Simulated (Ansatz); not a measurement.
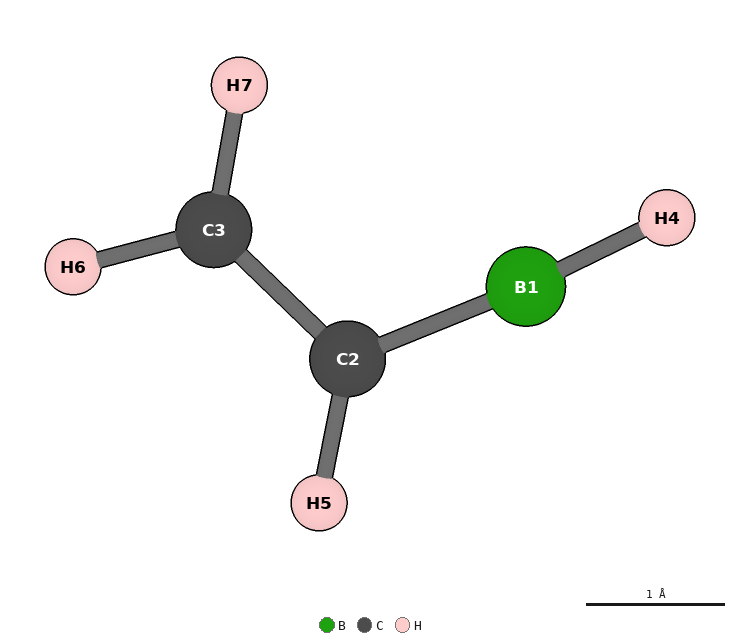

Orthographic view with a scale bar. Charge +1, singlet. Computed geometry: PBE0-D4/def2-TZVP optimisation. No frequency run is at hand to confirm it as a minimum.

Give an XYZ file in the frame of the picture: x to the right, y up, z towards the viewer, origin at the mean of the atomic positions.

```xyz
7
C2H4B
B    1.35  -0.06   0.25
C    0.05  -0.59  -0.07
C   -0.93   0.35  -0.12
H    2.38   0.44   0.51
H   -0.16  -1.64  -0.26
H   -1.95   0.08  -0.36
H   -0.74   1.41   0.06
```
